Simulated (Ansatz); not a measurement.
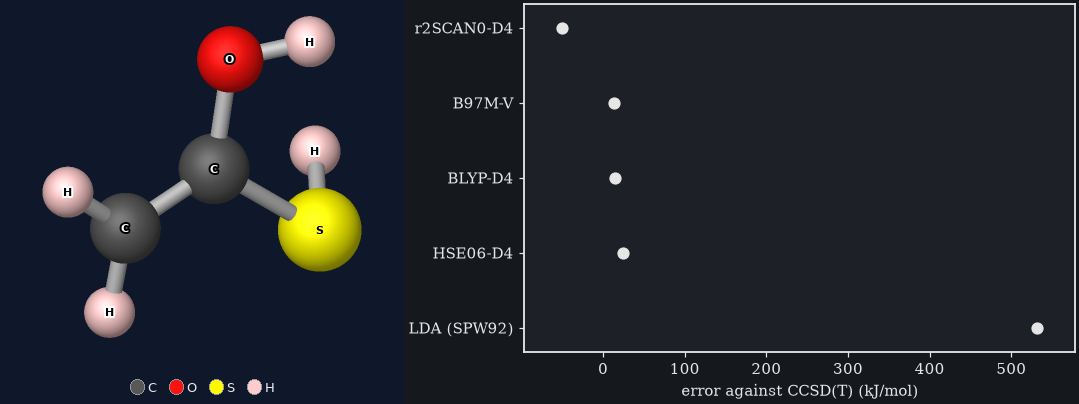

Error in the electronic atomisation energy (method less reference, so positive means overbinding) of C₂H₄OS (enol tautomer), SMILES C=C(O)S: functionals in def2-TZVPP against frozen-core CCSD(T) at the limit (MP2 extrapolated from triple and quadruple zeta, plus CCSD(T) less MP2 in a smaller set), which gives 3041.7 kJ/mol, at a PBE0-D4/def2-TZVP geometry (a minimum by its frequencies), no zero-point or spin-orbit term, the Ansatz code. The reference leaves out core correlation, a term that grows with the number of heavy atoms.

Which of these levels overbind, and which underbind?

Answer. Overbind: HSE06-D4 and LDA (SPW92). Underbind: r2SCAN0-D4. Within 20 kJ/mol of zero, too close to call in view of what the reference leaves out: B97M-V and BLYP-D4.

Give the values.

Answer.
```csv
level,kJ/mol
r2SCAN0-D4,−50.0
B97M-V,13.6
BLYP-D4,14.0
HSE06-D4,24.5
LDA (SPW92),531.9
```
